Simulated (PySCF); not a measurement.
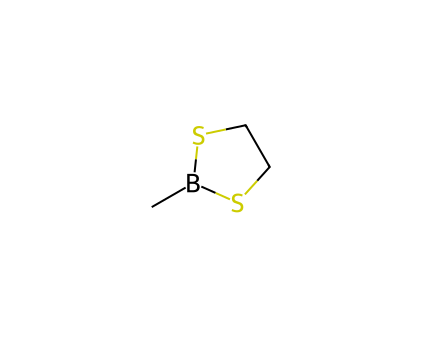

Skeletal drawing of a molecule.

Question: Write the SMILES.

Answer: CB1SCCS1

Question: What is the molecular formula?

Answer: C3H7BS2.

More results for the same structure follow; atom numbers are the same in all pictures, views and colours differ. The geometry was computed by an optimisation with PBE0-D3(BJ)/def2-SVP. No frequency run is at hand to confirm it as a minimum.

Spin–spin coupling

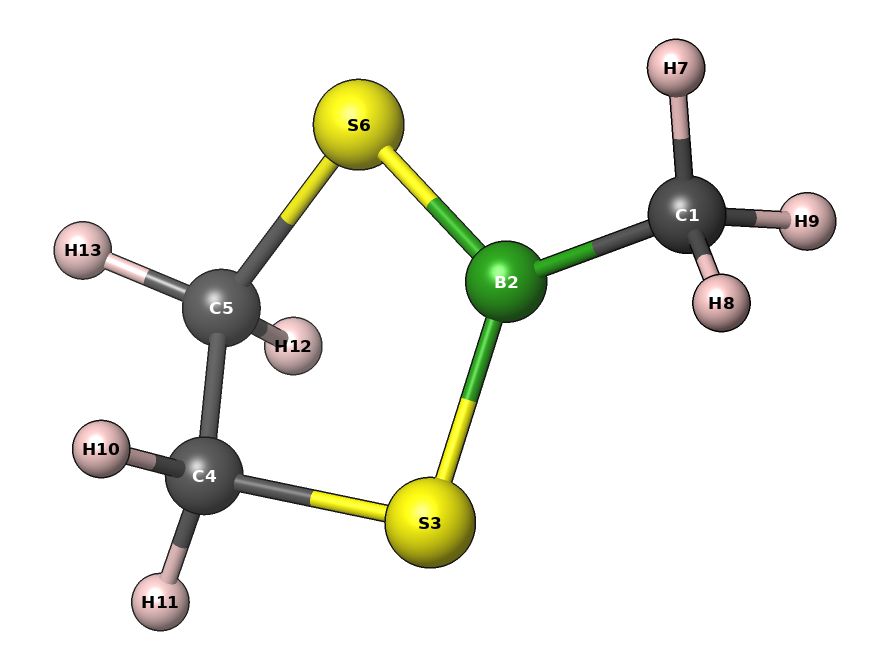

No frequency run is at hand to confirm it as a minimum. Method: B3LYP/cc-pVTZ indirect spin-spin coupling, non-relativistic, gas phase (PySCF 2.14.0). Isotopes: 11B, 13C, 1H, 33S.

Give the spin–spin coupling constants of these pairs, with the number of bonds between them: C1/B2, B2/S6, B2/S3, B2/H9, B2/H8, B2/H7, B2/H11.

```csv
pair,bonds apart,J (Hz)
"C1, B2",1,60.2
"B2, S6",1,−7.6
"B2, S3",1,−7.6
"B2, H9",2,−4.5
"B2, H8",2,−4.0
"B2, H7",2,−4.2
"B2, H11",3,5.2
```

Electronic properties

No frequency run is at hand to confirm it as a minimum. Properties computed with B3LYP/cc-pVTZ, gas phase (PySCF 2.14.0).

Question: Estimate the dipole moment.

Answer: 1.46 D.

Question: What is the HOMO–LUMO gap?

Answer: 6.01 eV.

Question: Give the HOMO energy (Kohn–Sham orbital) at this level.

Answer: −6.55 eV.

Quadrupole coupling

No frequency run is at hand to confirm it as a minimum. Electric field gradients from the ground-state density, B3LYP/6-31G* (PySCF 2.14.0), non-relativistic apart from any core potentials.

Give the largest field-gradient component, the quadrupole coupling constant and the asymmetry for 11B at B2 (Q = 40.59 mb), 33S at S3 (Q = −67.81 mb), 33S at S6 (Q = −67.81 mb).

| atom | V_zz (a.u.) | e²qQ/h (MHz) | η |
| --- | --- | --- | --- |
| B2 | 0.325 | 3.10 | 0.60 |
| S3 | 1.916 | −30.5 | 0.67 |
| S6 | 1.914 | −30.5 | 0.67 |

Core levels

No frequency run is at hand to confirm it as a minimum. Method: delta-SCF UKS SCAN, pcX-2 on the ionised atom, pcseg-1 elsewhere, non-relativistic (PySCF 2.14.0).

Give the core-electron binding energies (to vacuum; p and d levels without spin–orbit splitting) of C1 1s, B2 1s, S3 1s, S3 2p, C4 1s.

```tsv
atom	level	binding energy (eV)
C1	1s	290.1
B2	1s	195.8
S3	1s	2469.0
S3	2p	169.3
C4	1s	291.5
```
